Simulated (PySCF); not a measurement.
# BNH2Cl2 (SMILES NB(Cl)Cl) at HF/cc-pVTZ

What is the vertical ionisation energy of BNH2Cl2 at HF/cc-pVTZ? The job is set up through a Python script.

Program for the calculation: PySCF 2.14.0.

2 further runs of the same task are left out: 2 set aside as unsound or not needed.

## Step 1: The molecule

BNH2Cl2 has 6 atoms, charge 0, and is taken as a singlet. As SMILES, `NB(Cl)Cl`. The coordinates come from a PBE0-D4/def2-TZVP relaxation.

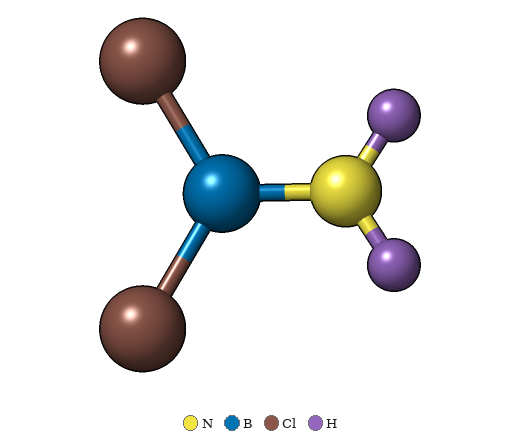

Viewed from a chosen angle; nitrogen yellow, boron blue, chlorine brown, hydrogen purple.

## Step 2: The energy at HF/cc-pVTZ

The input, job.py:

```python
# NB(Cl)Cl
from pyscf import gto, scf

mol = gto.M(
    atom=[
    ('N', (0.479500, 0.537500, 0.353200)),
    ('B', (-0.329000, -0.400500, -0.264400)),
    ('Cl', (-2.038200, -0.065500, -0.525000)),
    ('Cl', (0.342900, -1.939100, -0.796300)),
    ('H', (1.458300, 0.378700, 0.517300)),
    ('H', (0.128700, 1.425000, 0.668800)),
],
    verbose=4,
    basis='cc-pvtz',
    max_memory=1860,
    spin=0,
)

myscf = scf.RHF(mol)
myscf.conv_tol = 1e-10
myscf.kernel()
if not myscf.converged:
    myscf = myscf.newton().run(myscf.mo_coeff, myscf.mo_occ)

e_final = myscf.e_tot
print('Final energy', e_final)
```

Command:

```sh
$ OMP_NUM_THREADS=1 python job.py
```

The log of the run:

```text
PySCF version 2.14.0

[INPUT] num. atoms = 6
[INPUT] num. electrons = 48
[INPUT] charge = 0
[INPUT] spin (= nelec alpha-beta = 2S) = 0
[INPUT] symmetry False subgroup None
[INPUT] Mole.unit = angstrom
[INPUT] Symbol           X                Y                Z      unit          X                Y                Z       unit  Magmom
[INPUT]  1 N      0.479500000000   0.537500000000   0.353200000000 AA    0.906123676729   1.015727791954   0.667451267196 Bohr   0.0
[INPUT]  2 B     -0.329000000000  -0.400500000000  -0.264400000000 AA   -0.621719894982  -0.756835312888  -0.499643587335 Bohr   0.0
[INPUT]  3 Cl    -2.038200000000  -0.065500000000  -0.525000000000 AA   -3.851639787089  -0.123777061159  -0.992106215397 Bohr   0.0
[INPUT]  4 Cl     0.342900000000  -1.939100000000  -0.796300000000 AA    0.647987088113  -3.664367928144  -1.504788912991 Bohr   0.0
[INPUT]  5 H      1.458300000000   0.378700000000   0.517300000000 AA    2.755787607453   0.715639283373   0.977555324238 Bohr   0.0
[INPUT]  6 H      0.128700000000   1.425000000000   0.668800000000 AA    0.243207752232   2.692859727505   1.263848832109 Bohr   0.0

nuclear repulsion = 182.134356844609
number of shells = 48
number of NR pGTOs = 234
number of NR cGTOs = 156
basis = cc-pvtz
ecp = {}

******** <class 'pyscf.scf.hf.RHF'> ********
method = RHF
initial guess = minao
damping factor = 0
level_shift factor = 0
DIIS = <class 'pyscf.scf.diis.CDIIS'>
diis_start_cycle = 1
diis_space = 8
diis_damp = 0
SCF conv_tol = 1e-10
SCF conv_tol_grad = None
SCF max_cycles = 50
direct_scf = True
direct_scf_tol = 1e-13
Set gradient conv threshold to 1e-05
Initial guess from minao.
init E= -1000.10762532766
  HOMO = -0.326203522496906  LUMO = 0.0964384003569123  gap/eV = 11.50067
cycle= 1 E= -999.45412282673  delta_E= 0.654  |g|= 0.407  |ddm|=  1.6
  HOMO = -0.44096710531413  LUMO = 0.111480015914759  gap/eV = 15.03285
cycle= 2 E= -999.49986062982  delta_E= -0.0457  |g|= 0.193  |ddm|= 0.422
  HOMO = -0.437540183574935  LUMO = 0.131339818213441  gap/eV = 15.48001
cycle= 3 E= -999.509354539042  delta_E= -0.00949  |g|= 0.0441  |ddm|= 0.121
  HOMO = -0.439623699429243  LUMO = 0.134454269007714  gap/eV = 15.62146
cycle= 4 E= -999.510163124372  delta_E= -0.000809  |g|= 0.00816  |ddm|= 0.0512
  HOMO = -0.438523027538766  LUMO = 0.134150575366697  gap/eV = 15.58324
cycle= 5 E= -999.51020300318  delta_E= -3.99e-05  |g|= 0.00253  |ddm|= 0.0111
  HOMO = -0.439036073115854  LUMO = 0.134025252969346  gap/eV = 15.59379
cycle= 6 E= -999.510206867637  delta_E= -3.86e-06  |g|= 0.000851  |ddm|= 0.00333
  HOMO = -0.438869677762873  LUMO = 0.134077113077394  gap/eV = 15.59068
cycle= 7 E= -999.510207345111  delta_E= -4.77e-07  |g|= 0.000305  |ddm|= 0.00112
  HOMO = -0.438905248122486  LUMO = 0.134056302585078  gap/eV = 15.59108
cycle= 8 E= -999.510207390397  delta_E= -4.53e-08  |g|= 7.23e-05  |ddm|= 0.000338
  HOMO = -0.438897383349944  LUMO = 0.134059693765328  gap/eV = 15.59096
cycle= 9 E= -999.51020739321  delta_E= -2.81e-09  |g|= 1.84e-05  |ddm|= 8.69e-05
  HOMO = -0.438897337924595  LUMO = 0.13405930489948  gap/eV = 15.59094
cycle= 10 E= -999.510207393439  delta_E= -2.29e-10  |g|= 5.06e-06  |ddm|= 2.44e-05
  HOMO = -0.438897121571122  LUMO = 0.134059016541451  gap/eV = 15.59093
cycle= 11 E= -999.510207393461  delta_E= -2.11e-11  |g|= 1.37e-06  |ddm|= 7.67e-06
  HOMO = -0.438897215172979  LUMO = 0.134058898408199  gap/eV = 15.59093
Extra cycle  E= -999.51020739346  delta_E= 2.27e-13  |g|= 5.86e-07  |ddm|= 1.41e-06
converged SCF energy = -999.51020739346
Final energy -999.5102073934604
```

Wall time 7.5 s (1 thread of Arm Neoverse V2, shared host); peak memory 0.67 GiB.

## Step 3: The doublet cation, same level

The input, start.xyz:

```xyz
6
BCl2H2N
N      0.479500     0.537500     0.353200
B     -0.329000    -0.400500    -0.264400
Cl    -2.038200    -0.065500    -0.525000
Cl     0.342900    -1.939100    -0.796300
H      1.458300     0.378700     0.517300
H      0.128700     1.425000     0.668800
```

The input, calc.py:

```python
from pyscf import gto

mol = gto.Mole()
mol.atom = 'start.xyz'
mol.verbose = 3
mol.spin = 1
mol.charge = 1
mol.basis = 'cc-pvtz'
mol.max_memory = 1860
mol.build()

mf = mol.UHF()
mf.conv_tol = 1e-10
mf.kernel()
if not mf.converged:
    mf = mf.newton().run(mf.mo_coeff, mf.mo_occ)

etot = mf.e_tot
print('E(%s) = %.9f' % ('HF', etot))
```

Command:

```sh
$ OMP_NUM_THREADS=1 python calc.py
```

The log of the run:

```text
converged SCF energy = -999.146500240976  <S^2> = 0.76441373  2S+1 = 2.0143622
E(HF) = -999.146500241
```

It took 14 s on 1 thread of Arm Neoverse V2, shared host; peak memory 0.69 GiB.

## Step 4: What came out

At HF/cc-pVTZ:

| quantity | value |
| --- | --- |
| singlet BNH2Cl2: total energy | -999.51021 Eh |
| singlet BNH2Cl2: dipole moment | 2.84 D |
| singlet BNH2Cl2: HOMO energy | -11.94 eV |
| singlet BNH2Cl2: LUMO energy | 3.65 eV |
| singlet BNH2Cl2: HOMO–LUMO gap | 15.59 eV |
| doublet cation: total energy | -999.14650 Eh |
| doublet cation: HOMO energy (highest over α and β) | -17.47 eV |
| doublet cation: LUMO energy (lowest over α and β) | -8.14 eV |
| doublet cation: ⟨S²⟩ | 0.764 |
| vertical ionisation energy (to the doublet cation) | 9.897 eV |

**Reading.** Removing an electron at fixed nuclei costs 9.90 eV (228 kcal/mol). −ε(HOMO) before ionisation, 11.94 eV, is 2.05 eV above this ionisation energy. Mulliken charges (singlet BNH2Cl2) run from -0.26 on N1 to +0.21 on B2; they depend strongly on the basis.
